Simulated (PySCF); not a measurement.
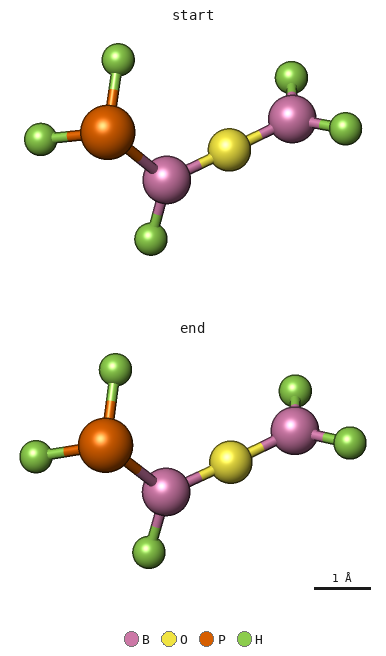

The structure of B₂PH₅O before (top) and after (bottom) a relaxation, at one scale.

Style: ball-and-stick. Shown at a tilt.

The start comes from GFN2-xTB. Its atoms were then displaced at random by about 0.01 Å.

All numbers below come from PBE0-D3(BJ)/def2-SVP geometry optimisation, gas phase in PySCF 2.14.0, density-fitted response routines. 

Question: What changed between the two?

Answer: Over 5 geometry steps the energy falls by 16.3 kJ/mol. The atom that moves furthest after the best rigid fit is an H atom (0.13 Å). Largest moves by element: H 0.13 Å, B 0.05 Å, P 0.05 Å, O 0.03 Å. Near-neighbour distances that change, for instance: B–H 1.155 → 1.210 Å, H–P 1.374 → 1.425 Å, B–H 1.178 → 1.211 Å, B–O 1.304 → 1.336 Å. Among the angles between lasting bonds that change: H–P–H 93.6° → 96.8°. The run took 10 s on 1 thread of Arm Neoverse V2, with other jobs on the host.
